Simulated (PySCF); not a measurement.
**Br2, SMILES `BrBr`: what the electrons do**

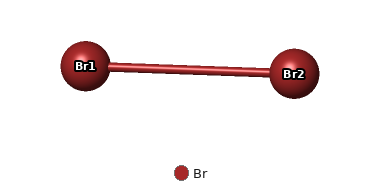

The molecule, with its atoms numbered as below. No frequency check shows the geometry to be a minimum.

Cartesian coordinates (Å):

```
Br1      1.1407    0.0000    0.0000
Br2     -1.1407    0.0000    0.0000
```

### 1. Bonding charge

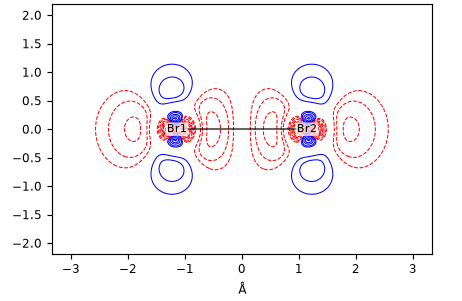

Deformation density (molecule less spherical, spin-averaged free atoms) in a plane that holds the bond; contours at ±0.05 to ±0.8 e/Å³; solid blue lines: gain, dashed red lines: loss.

PySCF calculation, B3LYP/def2-SVP, gas phase; geometry: GFN2-xTB.

How much density has each bond in this plane gained at its critical point, relative to the free atoms?

Answer. Br1–Br2: −0.01 e/Å³ at the bond critical point (bond length 2.28 Å, Mayer order 1.1). In all, 0.7 electrons gather in the regions of gain relative to the promolecule. A small or negative value marks a very polar bond, one between electron-rich atoms, whose free-atom densities already overlap strongly, a long bond to a heavier atom, or a closed-shell contact such as a hydrogen bond.

Where do the Hirshfeld charges lie?

Answer. The highest Hirshfeld charge is on Br1 and Br2 (0.00 e), the lowest on Br1 and Br2 (0.00 e).

### 2. Bond critical points

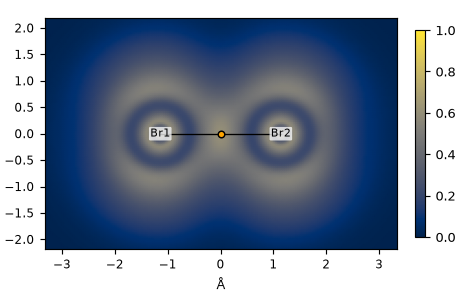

Localised orbital locator (LOL) in a plane that holds the bond, with bond paths and bond critical points (dots).

What values does LOL take at the bond critical points in this plane?

Answer. Br1–Br2: about 0.60. Values above 0.5 mark slow, localised electrons, as in shared pairs; low values at a critical point mark a polar or closed-shell contact whose critical point lies between the shells.

### 3. Electrostatic potential

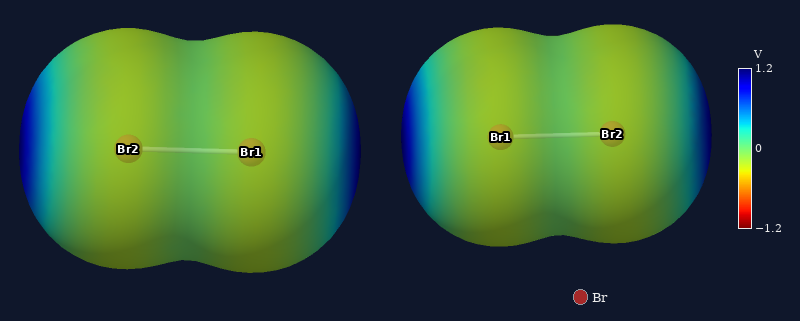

Electrostatic potential on the surface of electron density 0.001 a.u. (back view left, front view right).

Where are the extremes of the potential on the surface?

Answer. Highest: 1.19 V, 2.0 Å from Br1, and at like points elsewhere. Further maxima include −0.02 V, off the Br1–Br2 bond (2.3 to 2.4 Å from its atoms), and at like points elsewhere. Lowest: −0.22 V, 2.2 Å from Br1, and at like points elsewhere. The surface is sampled at points, so like sites can differ by a few per cent and only the strongest of them is named.

Does Br1 carry a σ-hole?

Answer. Yes: a local maximum of +1.19 V lies on the extension of the Br2–Br1 bond.
